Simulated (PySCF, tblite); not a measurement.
**C7H12BF: geometry, infrared bands and NMR shifts**

Wanted: the infrared bands and NMR shifts of C7H12BF (`C=C(/C=C\F)CB(C)C`), by calculation.

Computed with tblite 0.8.0 and PySCF 2.14.0, with density-fitted response routines of our own, on a single molecule in the gas phase. Atoms count from 0, in the outputs and in this text.

### Step 1. The molecule as given

21 atoms, charge 0, multiplicity 1; geometry from: force field or distance geometry start.

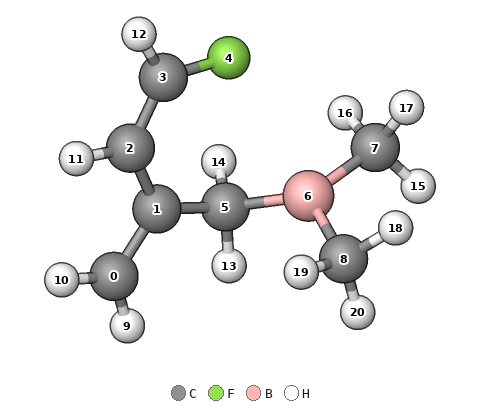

As it starts; carbon grey, fluorine green, boron pink, hydrogen white, atoms numbered.

### Step 2. Geometry optimisation with GFN2-xTB

Job settings and geometry (Å):

```
{"job": {"kind": "relax", "xc": "GFN2-xTB", "basis": "xTB"}, "charge": 0, "multiplicity": 1}
C     -1.541100    -2.119000    -0.058200
C     -1.259000    -0.801400    -0.143800
C     -2.148900     0.077600     0.568700
C     -2.061000     1.399500     0.607800
F     -1.059800     2.038900    -0.005100
C     -0.078900    -0.439100    -0.908400
B      1.069500     0.298900    -0.135200
C      1.943600     1.387300    -0.919800
C      1.845100    -0.378500     1.104200
H     -0.963200    -2.870700    -0.526400
H     -2.425900    -2.427700     0.505900
H     -3.015900    -0.354700     1.113400
H     -2.790600     1.997900     1.178700
H      0.392700    -1.389900    -1.305800
H     -0.335300     0.152400    -1.838100
H      2.905100     0.993700    -1.242900
H      1.381400     1.671700    -1.860600
H      2.109800     2.267100    -0.287600
H      2.423900     0.461600     1.552200
H      1.149900    -0.765000     1.879700
H      2.449800    -1.183800     0.720800
```

On the command line:

```sh
$ OMP_NUM_THREADS=1 python probes_run.py task.json out
```

One launch serves the whole session: the jobs run in the order shown.

What it wrote:

```text
step      E/eV     max force
  0    -734.20899    2.630
  1    -734.47328    1.960
  2    -734.56048    0.796
  3    -734.62765    0.521
  4    -734.67339    0.339
  5    -734.68979    0.298
  6    -734.71873    0.411
  7    -734.73260    0.426
  8    -734.74352    0.225
  9    -734.75089    0.164
 10    -734.75718    0.215
 11    -734.76206    0.256
 12    -734.76694    0.197
 13    -734.77145    0.136
 14    -734.77546    0.129
 15    -734.77902    0.135
 16    -734.78240    0.139
 17    -734.78562    0.135
 18    -734.78850    0.118
 19    -734.79103    0.126
 20    -734.79362    0.129
 21    -734.79658    0.134
 22    -734.79969    0.122
 23    -734.80237    0.099
 24    -734.80436    0.092
 25    -734.80596    0.091
 26    -734.80742    0.090
 27    -734.80884    0.090
 28    -734.81051    0.130
 29    -734.81292    0.146
 30    -734.81632    0.189
 31    -734.82030    0.175
 32    -734.82374    0.119
 33    -734.82593    0.088
 34    -734.82757    0.101
 35    -734.82938    0.118
 36    -734.83105    0.090
 37    -734.83232    0.064
 38    -734.83328    0.069
 39    -734.83407    0.061
 40    -734.83476    0.059
 41    -734.83537    0.050
 42    -734.83596    0.065
 43    -734.83667    0.080
 44    -734.83763    0.078
 45    -734.83875    0.078
 46    -734.83972    0.066
 47    -734.84034    0.046
 48    -734.84073    0.046
 49    -734.84106    0.041
 50    -734.84135    0.042
 51    -734.84158    0.036
 52    -734.84179    0.036
 53    -734.84201    0.034
 54    -734.84226    0.036
 55    -734.84249    0.039
 56    -734.84271    0.040
 57    -734.84293    0.041
 58    -734.84320    0.043
 59    -734.84353    0.045
 60    -734.84388    0.048
 61    -734.84426    0.048
 62    -734.84474    0.055
 63    -734.84537    0.069
 64    -734.84606    0.065
 65    -734.84672    0.063
 66    -734.84740    0.085
 67    -734.84828    0.086
 68    -734.84938    0.106
 69    -734.85053    0.099
 70    -734.85127    0.102
 71    -734.85231    0.086
 72    -734.85315    0.073
 73    -734.85465    0.090
 74    -734.85569    0.080
 75    -734.85704    0.101
 76    -734.85836    0.104
 77    -734.85923    0.129
 78    -734.86076    0.075
 79    -734.86183    0.055
 80    -734.86247    0.038
 81    -734.86269    0.031
 82    -734.86290    0.025
 83    -734.86329    0.029
 84    -734.86353    0.029
 85    -734.86378    0.034
 86    -734.86405    0.037
 87    -734.86435    0.034
 88    -734.86464    0.033
 89    -734.86485    0.034
 90    -734.86502    0.029
 91    -734.86518    0.026
 92    -734.86539    0.027
 93    -734.86559    0.028
 94    -734.86578    0.029
 95    -734.86594    0.027
 96    -734.86613    0.028
 97    -734.86634    0.035
 98    -734.86654    0.034
 99    -734.86671    0.027
100    -734.86684    0.025
101    -734.86699    0.025
102    -734.86715    0.026
103    -734.86728    0.022
104    -734.86737    0.026
105    -734.86746    0.022
106    -734.86759    0.026
107    -734.86780    0.028
108    -734.86803    0.030
109    -734.86829    0.034
110    -734.86853    0.034
111    -734.86875    0.034
112    -734.86899    0.039
113    -734.86929    0.041
114    -734.86968    0.046
115    -734.86999    0.034
116    -734.87017    0.035
117    -734.87022    0.033
118    -734.87035    0.036
119    -734.87046    0.028
120    -734.87063    0.040
121    -734.87081    0.030
122    -734.87096    0.030
123    -734.87113    0.025
124    -734.87137    0.024
125    -734.87153    0.024
126    -734.87162    0.019
127    -734.87166    0.014
128    -734.87170    0.012
129    -734.87173    0.014
130    -734.87176    0.012
131    -734.87177    0.009
```

Wall time 1.6 s (1 thread of Arm Neoverse N1, shared host).

Along the way: (not every step is listed)

```tsv
step	energy from step 0 (eV)	largest force (eV/Å)
0	0.0000	2.6300
1	-0.2643	1.9603
2	-0.3515	0.7956
3	-0.4187	0.5207
4	-0.4644	0.3387
5	-0.4808	0.2982
6	-0.5097	0.4113
7	-0.5236	0.4256
8	-0.5345	0.2255
19	-0.5820	0.1256
30	-0.6073	0.1890
41	-0.6264	0.0499
52	-0.6328	0.0361
63	-0.6364	0.0694
74	-0.6467	0.0798
85	-0.6548	0.0341
96	-0.6571	0.0280
107	-0.6588	0.0279
118	-0.6614	0.0361
126	-0.6626	0.0188
127	-0.6627	0.0142
128	-0.6627	0.0117
129	-0.6627	0.0139
130	-0.6628	0.0121
131	-0.6628	0.0094
```

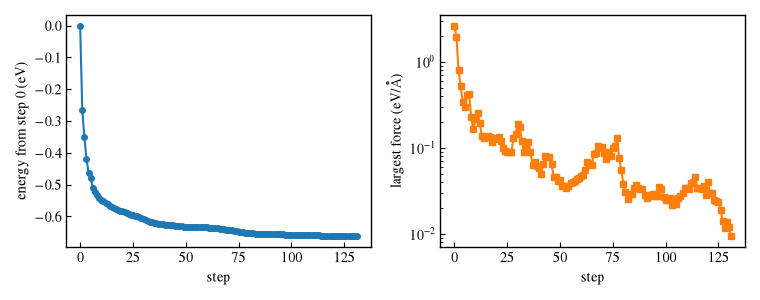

Energy and largest force along the relaxation.

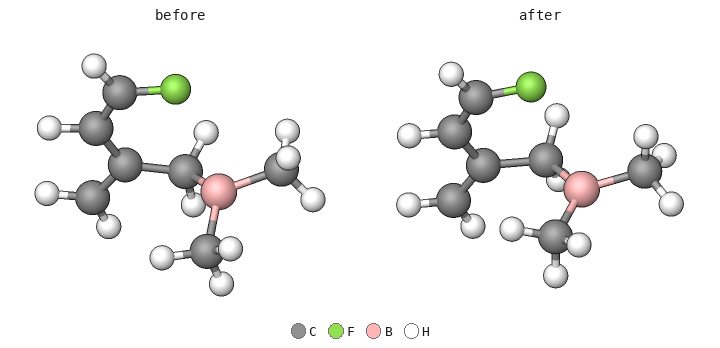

Before and after, at one scale.

Distances of close pairs at the start and the end, largest changes first:

```tsv
bond	before (Å)	after (Å)	change (Å)
C1–C5	1.452	1.498	+0.046
C7–H16	1.132	1.088	-0.044
C5–H14	1.131	1.092	-0.039
C5–H13	1.133	1.094	-0.039
B6–C8	1.611	1.575	-0.036
C2–H11	1.111	1.081	-0.030
B6–C7	1.601	1.574	-0.028
C8–H18	1.114	1.088	-0.027
```

The final coordinates are the input of the step that follows.

### Step 3. Harmonic vibrations with GFN2-xTB

Job settings and geometry (Å):

```
{"job": {"kind": "ir", "xc": "GFN2-xTB", "basis": "xTB"}, "charge": 0, "multiplicity": 1}
C     -1.399363    -2.202432    -0.062377
C     -1.204683    -0.885374    -0.154609
C     -2.024274     0.005256     0.654443
C     -1.946947     1.324303     0.788121
F     -1.051786     2.113370     0.167795
C     -0.155019    -0.293746    -1.044493
B      1.147129     0.249959    -0.308671
C      2.088036     1.246314    -1.082452
C      1.519524    -0.248278     1.138758
H     -0.814811    -2.900964    -0.635850
H     -2.139993    -2.626705     0.594806
H     -2.801879    -0.473795     1.233417
H     -2.602894     1.907527     1.419170
H      0.178511    -1.063301    -1.747395
H     -0.600920     0.494887    -1.654046
H      3.129000     1.193168    -0.771851
H      2.047814     1.138932    -2.164194
H      1.751348     2.260204    -0.861710
H      2.243408     0.385337     1.645904
H      0.656615    -0.370148     1.790299
H      1.972263    -1.237574     1.054463
```

What it wrote:

```text
mode    cm-1     km/mol
  1     -18.8      0.91
  2      41.4      0.18
  3      56.1      2.35
  4      63.8      1.15
  5     113.7      1.87
  6     127.1      0.66
  7     204.4      3.75
  8     257.6      0.40
  9     291.8      1.38
 10     313.3      2.97
 11     319.4      2.82
 12     395.3      0.85
 13     423.6      1.01
 14     581.6      0.89
 15     654.5      4.07
 16     668.3      2.70
 17     695.2      0.93
 18     729.6      6.63
 19     747.2      6.12
 20     798.2      9.56
 21     846.9      3.39
 22     870.3     26.03
 23     877.4     26.10
 24     885.6      3.90
 25     890.6      5.17
 26     898.5    118.48
 27     971.2      3.98
 28    1028.0    107.45
 29    1113.0     18.87
 30    1128.5    103.38
 31    1167.5    194.76
 32    1232.0     23.13
 33    1254.3     95.33
 34    1287.7      7.56
 35    1343.3     66.60
 36    1382.3     42.47
 37    1389.3     16.86
 38    1416.5      1.33
 39    1460.8      8.18
 40    1480.9      1.55
 41    1483.9      1.29
 42    1493.4      0.75
 43    1497.4      0.02
 44    1662.3     16.09
 45    1686.1     59.24
 46    2950.2     26.41
 47    2981.2     19.81
 48    2990.2     15.10
 49    2998.6     24.03
 50    3027.0     26.23
 51    3029.8     29.15
 52    3033.4     29.98
 53    3036.0     56.00
 54    3064.7      3.71
 55    3077.7     45.49
 56    3101.0     28.03
 57    3129.5     46.06
```

It took 1.3 s on 1 thread of Arm Neoverse N1, shared host.

Which atoms move in the most intense modes:

```tsv
cm⁻¹	km/mol	atoms
898	118.5	B6 22 %, H20 10 %, H18 10 %, C5 10 %
1028	107.5	C3 29 %, F4 29 %, H11 20 %
1128	103.4	B6 54 %, C7 10 %
1168	194.8	B6 61 %
1254	95.3	H14 33 %, H13 24 %, C5 23 %, B6 11 %
1343	66.6	H12 28 %, C1 28 %, C2 17 %, C3 11 %
1686	59.2	C2 50 %, C3 46 %
3036	56.0	H18 71 %, H15 18 %
```

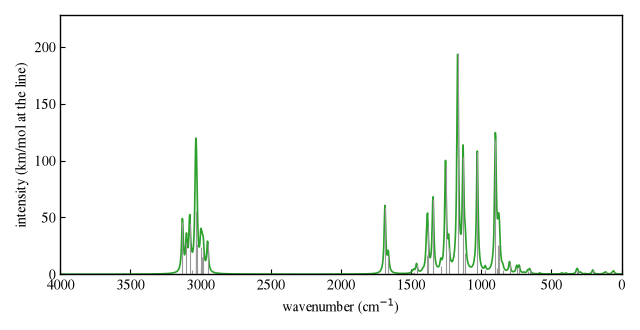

The infrared spectrum from these modes, unscaled. Lines are broadened to a width of 14 cm⁻¹ (Lorentzian).

### Step 4. Nuclear shieldings: PBE0/pcSseg-1

The job, as its differences from that of step 3:

```diff
@@ -1,2 +1,2 @@
-{"job": {"kind": "ir", "xc": "GFN2-xTB", "basis": "xTB"}, "charge": 0, "multiplicity": 1}
+{"job": {"kind": "nmr", "xc": "PBE0", "basis": "pcSseg-1"}, "charge": 0, "multiplicity": 1}
 C     -1.399363    -2.202432    -0.062377
```

Method: GIAO PBE0/pcSseg-1 NMR shielding, non-relativistic, gas phase.

What it wrote:

```text
coarse grid: 17216 points
cycle   1  E = -397.9563624958  dE =  9.795e-01  |g| = 6.601e-01  |ddm| = 4.048e+00
cycle   2  E = -397.9084541973  dE =  4.791e-02  |g| = 8.141e-01  |ddm| = 1.218e+00
cycle   3  E = -398.0566797581  dE = -1.482e-01  |g| = 1.240e-01  |ddm| = 7.324e-01
cycle   4  E = -398.0602688507  dE = -3.589e-03  |g| = 4.442e-02  |ddm| = 1.458e-01
cycle   5  E = -398.0607309860  dE = -4.621e-04  |g| = 1.571e-02  |ddm| = 5.119e-02
cycle   6  E = -398.0607785398  dE = -4.755e-05  |g| = 4.167e-03  |ddm| = 1.578e-02
cycle   7  E = -398.0607821243  dE = -3.585e-06  |g| = 7.875e-04  |ddm| = 4.054e-03
final grid: 165736 points
cycle   8  E = -398.1178718620  dE = -5.950e-05  |g| = 9.229e-03  |ddm| = 4.043e-02
cycle   9  E = -398.1178680372  dE =  3.825e-06  |g| = 1.029e-02  |ddm| = 1.656e-02
cycle  10  E = -398.1178934512  dE = -2.541e-05  |g| = 1.367e-03  |ddm| = 9.116e-03
cycle  11  E = -398.1178937693  dE = -3.181e-07  |g| = 2.907e-04  |ddm| = 1.289e-03
cycle  12  E = -398.1178937854  dE = -1.615e-08  |g| = 1.137e-04  |ddm| = 3.170e-04
cycle  13  E = -398.1178937884  dE = -3.015e-09  |g| = 2.919e-05  |ddm| = 1.242e-04
cycle  14  E = -398.1178937886  dE = -1.679e-10  |g| = 8.674e-06  |ddm| = 3.123e-05
converged SCF energy = -398.1178937886

GIAO shielding tensors (ppm)
atom      isotropic    diamagn.    paramagn.     s11        s22        s33       span
  0 C       65.701     252.675    -186.974    -30.780     87.048    140.836    171.616
  1 C       34.012     258.466    -224.454    -85.400     22.323    165.113    250.512
  2 C       65.497     256.764    -191.267    -36.312     95.470    137.333    173.645
  3 C       30.494     245.691    -215.198    -48.892     64.064     76.309    125.201
  4 F      296.920     480.063    -183.143    199.901    251.436    439.422    239.521
  5 C      143.692     252.189    -108.496    125.165    142.139    163.772     38.607
  6 B       11.974     188.664    -176.690    -49.507    -35.113    120.542    170.049
  7 C      171.240     253.014     -81.775    152.600    172.660    188.459     35.859
  8 C      173.367     254.110     -80.744    154.413    179.361    186.326     31.913
  9 H       26.800      32.315      -5.515     23.579     25.677     31.143      7.564
 10 H       26.514      31.113      -4.599     23.369     25.644     30.529      7.160
 11 H       26.212      31.643      -5.432     24.397     25.591     28.649      4.252
 12 H       25.136      27.962      -2.826     21.522     26.811     27.076      5.554
 13 H       29.742      33.189      -3.447     25.079     30.507     33.641      8.562
 14 H       28.602      33.235      -4.632     25.743     28.654     31.409      5.666
 15 H       30.670      30.154       0.517     26.771     29.476     35.764      8.993
 16 H       30.755      30.943      -0.187     26.881     29.943     35.441      8.560
 17 H       30.919      30.822       0.097     27.682     29.066     36.010      8.328
 18 H       30.747      31.445      -0.697     27.286     29.255     35.701      8.415
 19 H       30.490      33.636      -3.146     25.957     30.612     34.901      8.944
 20 H       31.293      31.237       0.056     26.657     30.052     37.171     10.514
```

It took 76 s on 1 thread of Arm Neoverse N1, shared host; peak memory 0.95 GiB.

The references, computed at this level on geometries of the same kind, shield at (ppm): 1H TMS 31.72, 13C TMS 186.9, 19F CFCl3 170.9, 11B BF3·OEt2 100.1. Their shielding less the atom's gives the shift. The references are single molecules in the gas phase, so shifts against H2O, NH3, PH3, H3PO4 or CFCl3 are not on the usual liquid scales and can be off by tens of ppm. Atoms listed in one row are averaged.

```tsv
atoms	environment	σ (ppm)	δ (ppm)	δ scaled to CDCl3
C3	alkene CH	30.5	156.4	150.8
C1	fully substituted alkene carbon	34.0	152.9	147.3
C2	alkene CH	65.5	121.4	116.6
C0	terminal =CH2 carbon	65.7	121.2	116.4
C5	allylic sp3 CH2 bonded to B	143.7	43.2	40.3
C7, C8	methyl carbon bonded to B	172.3	14.6	12.4
H12	hydrogen on an alkene CH	25.14	6.58	6.31
H11	hydrogen on an alkene CH	26.21	5.51	5.30
H10	hydrogen on a terminal =CH2 carbon	26.51	5.20	5.01
H9	hydrogen on a terminal =CH2 carbon	26.80	4.92	4.74
H13, H14	hydrogen on an allylic sp3 CH2 bonded to B	29.17	2.54	2.50
H15, H16, H17, H18, H19, H20	hydrogen on a methyl carbon bonded to B	30.81	0.90	0.96
F4	vinylic fluorine	296.9	-126.0	–
B6	boron bonded to 3 C	12.0	88.1	–
```

The scaled column applies a straight-line fit of computed shieldings to shifts measured in CDCl3, and one for carbons that bear F (root-mean-square error 0.16 ppm for H, 1.9 ppm for C).

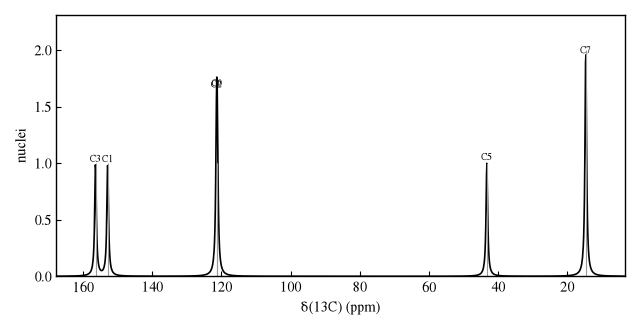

13C lines at the computed shifts, without couplings. Lines are broadened to a width of 0.57 ppm (Lorentzian).

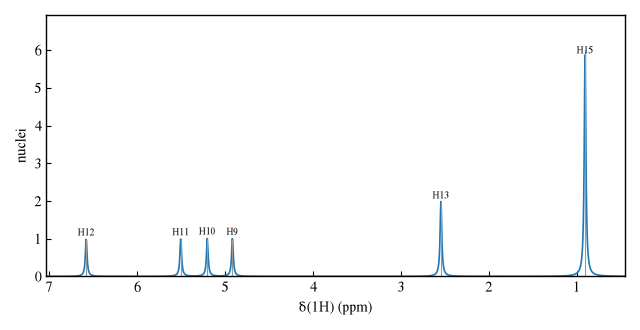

1H lines at the computed shifts, without couplings. Lines are broadened to a width of 0.02 ppm (Lorentzian).

Charges from the same density, by scheme (e):

```tsv
atoms	Mulliken	IAO	Hirshfeld	ESP fit
C0	-0.06	-0.34	-0.11	-0.70
C1	-0.39	0.03	0.01	0.64
C2	-0.15	-0.20	-0.07	-0.61
C3	0.26	0.12	0.04	0.16
F4	-0.28	-0.27	-0.06	-0.16
C5	-0.30	-0.41	-0.15	-0.92
B6	0.44	0.36	0.21	0.93
C7, C8	-0.50	-0.58	-0.20	-0.80
```

ESP fit charges:

C0 -0.70; C1 0.64; C2 -0.61; C3 0.16; F4 -0.16; C5 -0.92; B6 0.93; C7 -0.81; C8 -0.78; H9 0.23; H10 0.22; H11 0.23; H12 0.13; H13 0.20; H14 0.24; H15 0.16; H16 0.17; H17 0.19; H18 0.16; H19 0.18; H20 0.17

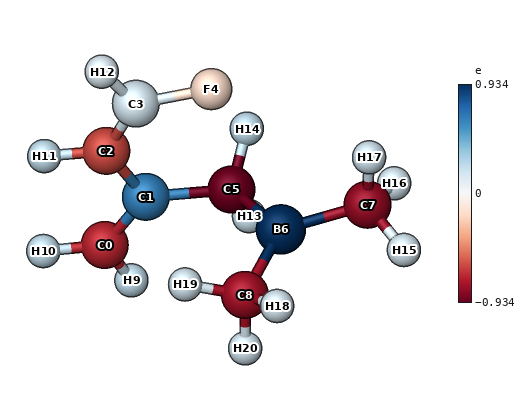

ESP fit charges, as colours on the atoms.

Mayer bond orders: C0–C1 1.91, C1–C2 1.09, C2–C3 1.83, C3–F4 0.94, C1–C5 1.06, C5–B6 0.95, B6–C7 1.05, B6–C8 1.07.

### Step 5. Summary of results

```
                                                               quantity                                       value
                              strongest single infrared mode (GFN2-xTB)                       1168 cm⁻¹, 195 km/mol
                                           zero-point energy (GFN2-xTB)                              106.7 kcal/mol
13C shifts against TMS (PBE0/pcSseg-1, means over atoms taken as alike)  156.4, 152.9, 121.4, 121.2, 43.2, 14.6 ppm
 1H shifts against TMS (PBE0/pcSseg-1, means over atoms taken as alike)      6.58, 5.51, 5.20, 4.92, 2.54, 0.90 ppm
                               19F shifts against CFCl3 (PBE0/pcSseg-1)                                  -126.0 ppm
                            11B shifts against BF3·OEt2 (PBE0/pcSseg-1)                                    88.1 ppm
```

**Reading.** Relaxing lowered the energy by 0.663 eV in 131 steps; the close pair that moved most is C1–C5, from 1.452 to 1.498 Å. The lowest mode is slightly imaginary (19i cm⁻¹), a soft motion within the noise of the Hessian, so the minimum is not strictly shown. The strongest single mode, at 1168 cm⁻¹, moves mainly B6. GFN2-xTB is a fitted tight-binding method: band positions and strengths are rough. Its intensities can rank the bands wrongly.
